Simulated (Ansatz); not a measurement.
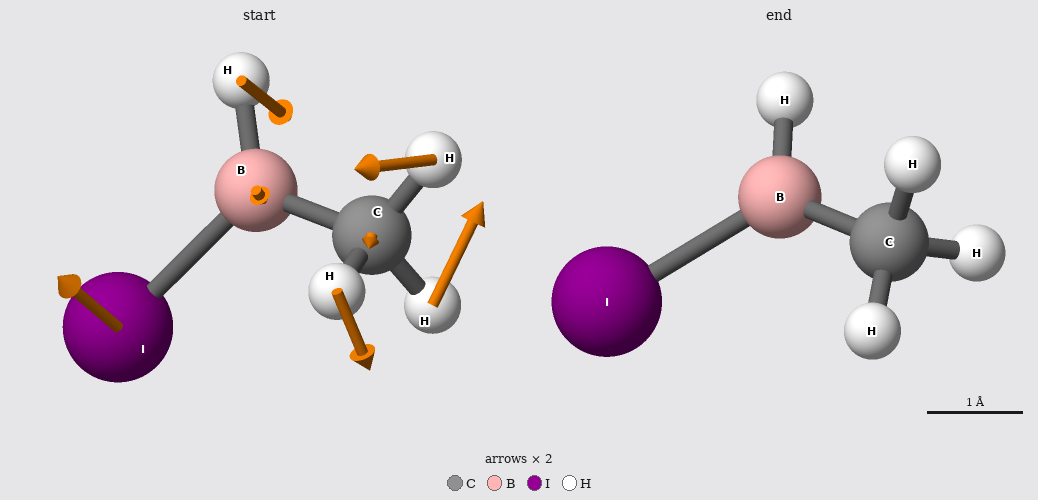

The structure of CH4BI (coarse preliminary run) before (left) and after (right) a relaxation, at one scale. The orange arrows give the displacements, 2 times their true length.

Style: ball-and-stick. Shown at a tilt.

The start comes from a force field.

The calculation used Ansatz, RKS PBE-D4/def2-SVP. (force threshold 0.03 eV/Å; at most 200 steps)

Q: What changed between the two?

A: An H atom moves most after the best rigid fit: 0.62 Å. Largest moves by element: H 0.62 Å, I 0.61 Å, B 0.13 Å, C 0.08 Å. Among the contacts that change: B–I 2.184 → 2.141 Å, C–H 1.082 → 1.114 Å, C–H 1.143 → 1.115 Å, B–H 1.187 → 1.214 Å. Among the angles between lasting bonds that change: B–C–H 107.8° → 116.4°, B–C–H 114.6° → 108.8°, I–B–H 119.1° → 114.3°. Groups turn about B–C by about 55°. After 17 accepted moves (21 points after the start) the energy has fallen by 2.66 kcal/mol. The largest force component goes from 1.6 to 0.025 eV/Å. The line search rejected the trial steps at points 5, 8, 15, 17 of the run. The forces were under the threshold at step 4, but the run went on from there.
